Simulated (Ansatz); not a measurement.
**CH₅GeN (SMILES C=[N][GeH3]): single points off equilibrium**

The atoms stand at a structure displaced at random from a GFN2-xTB minimum. How far do the functionals agree with CCSD(T) there?

Program: Ansatz 0.2.0, Gaussian basis. Level of theory: single points in def2-TZVPP. These are calculated values, not measurements.

Cores are frozen in the correlated methods. Filled d shells of the heavier atoms are correlated.

**1. Where the work starts**

SMILES `C=[N][GeH3]`, 8 atoms, charge 0, spin multiplicity 1.

Atoms are counted from 1 here; the program's logs count them from 0.

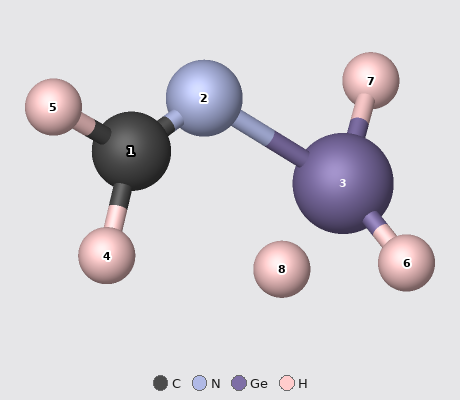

As it starts; carbon dark grey, nitrogen light blue, germanium purple, hydrogen pink; atoms are numbered from 1 in the order of the file.

Geometry (Å):

```xyz
8
CH5GeN
C    -0.3885    0.9117   -0.9880
N     0.5424    0.4655   -0.7176
Ge    0.6175   -0.5651    0.8022
H    -1.5034    1.0681   -0.5937
H    -0.5060    1.8018   -1.7465
H     0.1784   -0.2975    1.8970
H     1.8148   -1.3298    0.3019
H    -0.2922   -2.0897    0.3564
```

**2. CCSD(T)/def2-TZVPP**

run/in.yaml reads:

```yaml
crystal:
  periodic: [false, false, false]
  atoms:
    - {symbol: C, position_ang: [-0.388500, 0.911700, -0.988000]}
    - {symbol: N, position_ang: [0.542400, 0.465500, -0.717600]}
    - {symbol: Ge, position_ang: [0.617500, -0.565100, 0.802200]}
    - {symbol: H, position_ang: [-1.503400, 1.068100, -0.593700]}
    - {symbol: H, position_ang: [-0.506000, 1.801800, -1.746500]}
    - {symbol: H, position_ang: [0.178400, -0.297500, 1.897000]}
    - {symbol: H, position_ang: [1.814800, -1.329800, 0.301900]}
    - {symbol: H, position_ang: [-0.292200, -2.089700, 0.356400]}
basis:
  gaussian: {orbitals: def2-TZVPP}
correlation: {method: ccsd_t}
output: {forces: true}
```

No record of the launch command was kept for these runs.

**3. PBE0-D4/def2-TZVPP**

run/in.yaml: that of step 2 with these lines changed.

```diff
@@ -13,3 +13,3 @@
   gaussian: {orbitals: def2-TZVPP}
-correlation: {method: ccsd_t}
-output: {forces: true}
+hamiltonian: {xc: pbe0, dispersion: d4}
+output: {forces: true, orbitals: {seedname: orbitals}}
```

**4. wB97M-V/def2-TZVPP**

run/in.yaml: that of step 3 with these lines changed.

```diff
@@ -13,3 +13,3 @@
   gaussian: {orbitals: def2-TZVPP}
-hamiltonian: {xc: pbe0, dispersion: d4}
-output: {forces: true, orbitals: {seedname: orbitals}}
+hamiltonian: {xc: {name: wB97M-V}}
+output: {forces: true}
```

**5. r2SCAN-D4/def2-TZVPP**

run/in.yaml: that of step 4 with these lines changed.

```diff
@@ -13,3 +13,3 @@
   gaussian: {orbitals: def2-TZVPP}
-hamiltonian: {xc: {name: wB97M-V}}
+hamiltonian: {xc: r2scan, dispersion: d4}
 output: {forces: true}
```

**6. PBE-D4/def2-TZVPP**

run/in.yaml: that of step 5 with these lines changed.

```diff
@@ -13,3 +13,3 @@
   gaussian: {orbitals: def2-TZVPP}
-hamiltonian: {xc: r2scan, dispersion: d4}
+hamiltonian: {xc: pbe, dispersion: d4}
 output: {forces: true}
```

**7. SPW92/def2-TZVPP**

run/in.yaml: that of step 6 with these lines changed.

```diff
@@ -13,3 +13,3 @@
   gaussian: {orbitals: def2-TZVPP}
-hamiltonian: {xc: pbe, dispersion: d4}
+hamiltonian: {xc: lda}
 output: {forces: true}
```

**8. BHLYP-D4/def2-TZVPP**

run/in.yaml: that of step 7 with these lines changed.

```diff
@@ -13,3 +13,3 @@
   gaussian: {orbitals: def2-TZVPP}
-hamiltonian: {xc: lda}
+hamiltonian: {xc: {name: BHLYP}, dispersion: d4}
 output: {forces: true}
```

(Steps that only read results are left out.)

What does the calculation give? Wanted: energy less free atoms, CCSD(T)/def2-TZVPP; RMS force component; RMS force error; HOMO and LUMO, PBE0-D4; T1 diagnostic.

**Answer**, as computed:

| quantity | value |
| --- | --- |
| energy less free atoms, CCSD(T)/def2-TZVPP | -2010.4 kJ/mol |
| RMS force component | 8.084 to 8.593 eV/Å over the methods |
| RMS force error | PBE0-D4 0.370, wB97M-V 0.330, r2SCAN-D4 0.384, PBE-D4 0.356, SPW92 0.543, BHLYP-D4 0.568 eV/Å |
| HOMO and LUMO, PBE0-D4 | -6.44 and -0.63 eV |
| T1 diagnostic | 0.013 |

In words: Against CCSD(T) the functionals' energies less atoms differ by -474.5 to -4.8 kJ/mol, PBE-D4 by -121.2 kJ/mol. The reference is not at the basis limit: in triple zeta CCSD(T) underbinds, which counts against methods that bind more; the gaps are no ranking. On forces the order runs from wB97M-V to BHLYP-D4. Frozen-core CCSD(T) forces in triple zeta carry basis errors of their own, and this is one geometry, so small gaps rank nothing.
